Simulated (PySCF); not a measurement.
## Energy and gradient calculation of InHSBr (part 2 of 2)

Continued. System: InHSBr, multiplicity 2, SMILES [SH][In][Br]. Method: PBE/def2-SVPD, UKS, core potentials def2-svp (PySCF 2.14.0). The geometry comes from this level: PBE0-D4/def2-TZVP.

Geometry of the input (Å):
```
S  -1.1374  -0.8345  0.4806
In 0.4802  0.7296  -0.4371
Br 2.8972  0.1446  -0.1328
H  -2.1845  -0.1000  0.0689
```

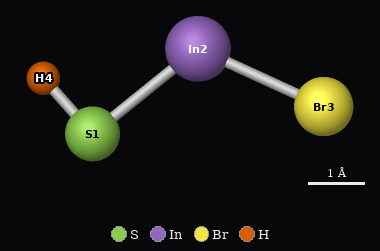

The input geometry (ball-and-stick view, seen at a tilt; atoms are numbered from 1 in the order of the input). Sticks mark near contacts.

Output, continued:
```
MO #75  energy= 0.445345817376659  | 0.456516391776184  occ= 0 | 0
MO #76  energy= 0.469894938577582  | 0.479585899774032  occ= 0 | 0
MO #77  energy= 0.50026686634337   | 0.515138590887532  occ= 0 | 0
MO #78  energy= 0.604713072973872  | 0.608960899213019  occ= 0 | 0
MO #79  energy= 0.623979055523445  | 0.628082209825445  occ= 0 | 0
MO #80  energy= 0.65410770957813   | 0.659537546705793  occ= 0 | 0
MO #81  energy= 0.680798013132017  | 0.683049849134121  occ= 0 | 0
MO #82  energy= 0.688958328625475  | 0.69191547341619   occ= 0 | 0
MO #83  energy= 0.711511927885313  | 0.716819810134907  occ= 0 | 0
MO #84  energy= 0.716926265243172  | 0.719434401202937  occ= 0 | 0
MO #85  energy= 0.736653988948064  | 0.744123012041535  occ= 0 | 0
MO #86  energy= 0.744835538339366  | 0.747152403119616  occ= 0 | 0
MO #87  energy= 0.764198227061229  | 0.769493986451449  occ= 0 | 0
MO #88  energy= 0.77775598888078   | 0.787605918276282  occ= 0 | 0
MO #89  energy= 0.798621322054552  | 0.810453479587566  occ= 0 | 0
MO #90  energy= 0.812013027366414  | 0.823273575838591  occ= 0 | 0
MO #91  energy= 0.851446829916525  | 0.854427612437341  occ= 0 | 0
MO #92  energy= 0.867895272078227  | 0.879527112350705  occ= 0 | 0
MO #93  energy= 0.928828244276808  | 0.931776207626716  occ= 0 | 0
MO #94  energy= 1.02293004922991   | 1.0297461125303    occ= 0 | 0
MO #95  energy= 1.10229761011381   | 1.1117585081793    occ= 0 | 0
MO #96  energy= 1.16471017390264   | 1.17023063328398   occ= 0 | 0
MO #97  energy= 1.60972374289685   | 1.60934989992948   occ= 0 | 0
MO #98  energy= 1.67846045336442   | 1.68017831703495   occ= 0 | 0
MO #99  energy= 2.15591137091036   | 2.15728905002923   occ= 0 | 0
MO #100 energy= 3.4529511632262    | 3.45434838158022   occ= 0 | 0
MO #101 energy= 3.456165759912     | 3.45785363138908   occ= 0 | 0
MO #102 energy= 3.47444300686114   | 3.47799693075179   occ= 0 | 0
MO #103 energy= 3.4868024324209    | 3.49095986204524   occ= 0 | 0
MO #104 energy= 3.55085356997815   | 3.55552301914931   occ= 0 | 0
MO #105 energy= 15.8549165241662   | 15.8585465233134   occ= 0 | 0
MO #106 energy= 16.3216279398969   | 16.3269365484872   occ= 0 | 0
MO #107 energy= 17.2382631803533   | 17.2400074532579   occ= 0 | 0
MO #108 energy= 60.9674973543033   | 60.968818203909    occ= 0 | 0

To work with the spin densities directly, `use mulliken_meta_spin()` only printing them here.

 ** Mulliken spin pop alpha/beta on meta-lowdin orthogonal AOs **
 ** Mulliken Spin Density (per AO)  **
spin_pop of  0 S 1s       -0.00000
spin_pop of  0 S 2s        0.00000
spin_pop of  0 S 3s        0.00420
spin_pop of  0 S 4s        0.00246
spin_pop of  0 S 5s        0.00045
spin_pop of  0 S 2px       0.00001
spin_pop of  0 S 2py       0.00002
spin_pop of  0 S 2pz       0.00001
spin_pop of  0 S 3px       0.11879
spin_pop of  0 S 3py       0.12184
spin_pop of  0 S 3pz       0.04061
spin_pop of  0 S 4px       0.00594
spin_pop of  0 S 4py      -0.00011
spin_pop of  0 S 4pz      -0.00019
spin_pop of  0 S 5px       0.00047
spin_pop of  0 S 5py       0.00144
spin_pop of  0 S 5pz       0.00051
spin_pop of  0 S 3dxy      0.00027
spin_pop of  0 S 3dyz     -0.00013
spin_pop of  0 S 3dz^2     0.00018
spin_pop of  0 S 3dxz      0.00011
spin_pop of  0 S 3dx2-y2    0.00076
spin_pop of  0 S 4dxy      0.00078
spin_pop of  0 S 4dyz      0.00045
spin_pop of  0 S 4dz^2     0.00021
spin_pop of  0 S 4dxz      0.00030
spin_pop of  0 S 4dx2-y2    0.00271
spin_pop of  1 In 4s        0.00025
spin_pop of  1 In 5s        0.38565
spin_pop of  1 In 6s        0.00729
spin_pop of  1 In 7s        0.00087
spin_pop of  1 In 8s       -0.00013
spin_pop of  1 In 4px       0.00028
spin_pop of  1 In 4py      -0.00007
spin_pop of  1 In 4pz       0.00042
spin_pop of  1 In 5px       0.00355
spin_pop of  1 In 5py       0.00013
spin_pop of  1 In 5pz       0.00008
spin_pop of  1 In 6px       0.00310
spin_pop of  1 In 6py       0.00491
spin_pop of  1 In 6pz       0.06186
spin_pop of  1 In 7px       0.02020
spin_pop of  1 In 7py       0.00004
spin_pop of  1 In 7pz       0.00420
spin_pop of  1 In 4dxy     -0.00195
spin_pop of  1 In 4dyz      0.00239
spin_pop of  1 In 4dz^2    -0.00121
spin_pop of  1 In 4dxz      0.00358
spin_pop of  1 In 4dx2-y2    0.00001
spin_pop of  1 In 5dxy      0.00064
spin_pop of  1 In 5dyz      0.00057
spin_pop of  1 In 5dz^2     0.00030
spin_pop of  1 In 5dxz      0.00045
spin_pop of  1 In 5dx2-y2    0.00008
spin_pop of  1 In 6dxy      0.00471
spin_pop of  1 In 6dyz      0.00327
spin_pop of  1 In 6dz^2     0.00225
spin_pop of  1 In 6dxz      0.00230
spin_pop of  1 In 6dx2-y2    0.00055
spin_pop of  2 Br 1s        0.00000
spin_pop of  2 Br 2s        0.00000
spin_pop of  2 Br 3s       -0.00003
spin_pop of  2 Br 4s        0.00307
spin_pop of  2 Br 5s        0.00355
spin_pop of  2 Br 6s        0.00008
spin_pop of  2 Br 2px       0.00000
spin_pop of  2 Br 2py       0.00000
spin_pop of  2 Br 2pz       0.00000
spin_pop of  2 Br 3px       0.00003
spin_pop of  2 Br 3py       0.00001
spin_pop of  2 Br 3pz       0.00000
spin_pop of  2 Br 4px       0.11316
spin_pop of  2 Br 4py       0.04667
spin_pop of  2 Br 4pz       0.01284
spin_pop of  2 Br 5px       0.00324
spin_pop of  2 Br 5py       0.00012
spin_pop of  2 Br 5pz      -0.00010
spin_pop of  2 Br 6px       0.00115
spin_pop of  2 Br 6py       0.00088
spin_pop of  2 Br 6pz       0.00015
spin_pop of  2 Br 3dxy     -0.00001
spin_pop of  2 Br 3dyz     -0.00000
spin_pop of  2 Br 3dz^2    -0.00000
spin_pop of  2 Br 3dxz     -0.00001
spin_pop of  2 Br 3dx2-y2   -0.00001
spin_pop of  2 Br 4dxy      0.00052
spin_pop of  2 Br 4dyz      0.00008
spin_pop of  2 Br 4dz^2     0.00009
spin_pop of  2 Br 4dxz      0.00017
spin_pop of  2 Br 4dx2-y2    0.00102
spin_pop of  2 Br 5dxy      0.00127
spin_pop of  2 Br 5dyz      0.00020
spin_pop of  2 Br 5dz^2     0.00014
spin_pop of  2 Br 5dxz      0.00042
spin_pop of  2 Br 5dx2-y2    0.00152
spin_pop of  2 Br 6dxy      0.00100
spin_pop of  2 Br 6dyz      0.00015
spin_pop of  2 Br 6dz^2     0.00002
spin_pop of  2 Br 6dxz      0.00034
spin_pop of  2 Br 6dx2-y2    0.00043
spin_pop of  3 H 1s       -0.00469
spin_pop of  3 H 2s        0.00015
spin_pop of  3 H 2px       0.00004
spin_pop of  3 H 2py      -0.00015
spin_pop of  3 H 2pz      -0.00012
spin_pop of  3 H 3px      -0.00006
spin_pop of  3 H 3py       0.00002
spin_pop of  3 H 3pz      -0.00001
 ** Mulliken Spin Density (per atom)  **
spin density of  0 S =      0.30207
spin density of  1 In =      0.51058
spin density of  2 Br =      0.19216
spin density of  3 H =     -0.00482
 ** Mulliken pop alpha/beta on meta-lowdin orthogonal AOs **
 ** Mulliken pop       alpha | beta **
pop of  0 S 1s        1.00000 | 1.00000
pop of  0 S 2s        0.99988 | 0.99988
pop of  0 S 3s        0.92185 | 0.91765
pop of  0 S 4s        0.00837 | 0.00591
pop of  0 S 5s        0.00371 | 0.00326
pop of  0 S 2px       0.99991 | 0.99989
pop of  0 S 2py       0.99993 | 0.99991
pop of  0 S 2pz       0.99994 | 0.99994
pop of  0 S 3px       0.71873 | 0.59994
pop of  0 S 3py       0.86154 | 0.73971
pop of  0 S 3pz       0.93261 | 0.89200
pop of  0 S 4px       0.01074 | 0.00481
pop of  0 S 4py       0.00389 | 0.00400
pop of  0 S 4pz       0.00386 | 0.00405
pop of  0 S 5px       0.00293 | 0.00246
pop of  0 S 5py       0.00460 | 0.00316
pop of  0 S 5pz       0.00221 | 0.00171
pop of  0 S 3dxy      0.00701 | 0.00674
pop of  0 S 3dyz      0.00488 | 0.00501
pop of  0 S 3dz^2     0.00471 | 0.00453
pop of  0 S 3dxz      0.00284 | 0.00273
pop of  0 S 3dx2-y2    0.00604 | 0.00528
pop of  0 S 4dxy      0.00414 | 0.00335
pop of  0 S 4dyz      0.00370 | 0.00326
pop of  0 S 4dz^2     0.00385 | 0.00364
pop of  0 S 4dxz      0.00263 | 0.00233
pop of  0 S 4dx2-y2    0.00780 | 0.00509
pop of  1 In 4s        0.90906 | 0.90881
pop of  1 In 5s        0.93343 | 0.54778
pop of  1 In 6s        0.03275 | 0.02546
pop of  1 In 7s        0.03584 | 0.03498
pop of  1 In 8s        0.02333 | 0.02347
pop of  1 In 4px       0.00896 | 0.00868
pop of  1 In 4py       0.17617 | 0.17624
pop of  1 In 4pz       0.17672 | 0.17630
pop of  1 In 5px       0.92022 | 0.91667
pop of  1 In 5py       0.82410 | 0.82397
pop of  1 In 5pz       0.82406 | 0.82398
pop of  1 In 6px       0.05077 | 0.04767
pop of  1 In 6py       0.02922 | 0.02431
pop of  1 In 6pz       0.07935 | 0.01749
pop of  1 In 7px       0.06434 | 0.04414
pop of  1 In 7py       0.01059 | 0.01055
pop of  1 In 7pz       0.00775 | 0.00354
pop of  1 In 4dxy      0.84995 | 0.85190
pop of  1 In 4dyz      0.85391 | 0.85151
pop of  1 In 4dz^2     0.85557 | 0.85678
pop of  1 In 4dxz      0.85951 | 0.85593
pop of  1 In 4dx2-y2    0.99961 | 0.99959
pop of  1 In 5dxy      0.03581 | 0.03517
pop of  1 In 5dyz      0.03289 | 0.03231
pop of  1 In 5dz^2     0.02913 | 0.02883
pop of  1 In 5dxz      0.02604 | 0.02559
pop of  1 In 5dx2-y2    0.00190 | 0.00182
pop of  1 In 6dxy      0.10856 | 0.10385
pop of  1 In 6dyz      0.10327 | 0.10000
pop of  1 In 6dz^2     0.10381 | 0.10156
pop of  1 In 6dxz      0.09292 | 0.09062
pop of  1 In 6dx2-y2    0.00159 | 0.00103
pop of  2 Br 1s        1.00000 | 1.00000
pop of  2 Br 2s        0.99994 | 0.99994
pop of  2 Br 3s        0.99969 | 0.99972
pop of  2 Br 4s        0.99696 | 0.99389
pop of  2 Br 5s        0.00839 | 0.00484
pop of  2 Br 6s        0.00351 | 0.00342
pop of  2 Br 2px       0.99999 | 0.99999
pop of  2 Br 2py       1.00000 | 1.00000
pop of  2 Br 2pz       1.00000 | 1.00000
pop of  2 Br 3px       0.99985 | 0.99982
pop of  2 Br 3py       0.99990 | 0.99989
pop of  2 Br 3pz       0.99990 | 0.99990
pop of  2 Br 4px       0.92896 | 0.81580
pop of  2 Br 4py       0.98768 | 0.94100
pop of  2 Br 4pz       0.98155 | 0.96871
pop of  2 Br 5px       0.00837 | 0.00513
pop of  2 Br 5py       0.00231 | 0.00219
pop of  2 Br 5pz       0.00216 | 0.00226
pop of  2 Br 6px       0.00392 | 0.00278
pop of  2 Br 6py       0.00187 | 0.00100
pop of  2 Br 6pz       0.00270 | 0.00255
pop of  2 Br 3dxy      0.99993 | 0.99993
pop of  2 Br 3dyz      0.99994 | 0.99995
pop of  2 Br 3dz^2     0.99994 | 0.99994
pop of  2 Br 3dxz      0.99993 | 0.99993
pop of  2 Br 3dx2-y2    0.99992 | 0.99993
pop of  2 Br 4dxy      0.00530 | 0.00478
pop of  2 Br 4dyz      0.00060 | 0.00052
pop of  2 Br 4dz^2     0.00236 | 0.00227
pop of  2 Br 4dxz      0.00612 | 0.00594
pop of  2 Br 4dx2-y2    0.00536 | 0.00435
pop of  2 Br 5dxy      0.00318 | 0.00191
pop of  2 Br 5dyz      0.00060 | 0.00040
pop of  2 Br 5dz^2     0.00081 | 0.00067
pop of  2 Br 5dxz      0.00489 | 0.00447
pop of  2 Br 5dx2-y2    0.00271 | 0.00119
pop of  2 Br 6dxy      0.00169 | 0.00069
pop of  2 Br 6dyz      0.00028 | 0.00014
pop of  2 Br 6dz^2     0.00042 | 0.00040
pop of  2 Br 6dxz      0.00178 | 0.00144
pop of  2 Br 6dx2-y2    0.00147 | 0.00104
pop of  3 H 1s        0.43474 | 0.43943
pop of  3 H 2s        0.00767 | 0.00752
pop of  3 H 2px       0.00244 | 0.00240
pop of  3 H 2py       0.00141 | 0.00156
pop of  3 H 2pz       0.00150 | 0.00162
pop of  3 H 3px       0.00263 | 0.00269
pop of  3 H 3py       0.00082 | 0.00081
pop of  3 H 3pz       0.00048 | 0.00048
In total            37.00000 | 36.00000
 ** Mulliken atomic charges   ( Nelec_alpha | Nelec_beta ) **
charge of  0S =     -0.74254  (     8.52231      8.22023 )
charge of  1In =      1.38832  (    10.06113      9.55055 )
charge of  2Br =     -0.73757  (    17.96487     17.77271 )
charge of  3H =      0.09180  (     0.45169      0.45651 )
Dipole moment(X, Y, Z, Debye): -2.03450,  1.68550, -0.94223
```

Results in brief:

| quantity | value |
| --- | --- |
| outcome | converged |
| total energy | −3162.169155 hartree |
| basis functions | 108 |
| largest force | 0.794 eV/Å |
| ⟨S²⟩ | 0.752 |
| dipole moment | 2.80 D |
| wall time | 41 s |
| peak memory | 1.1 GiB |

Notes:

Further notes kept with the run: logged alpha LUMO and gap are faulty.
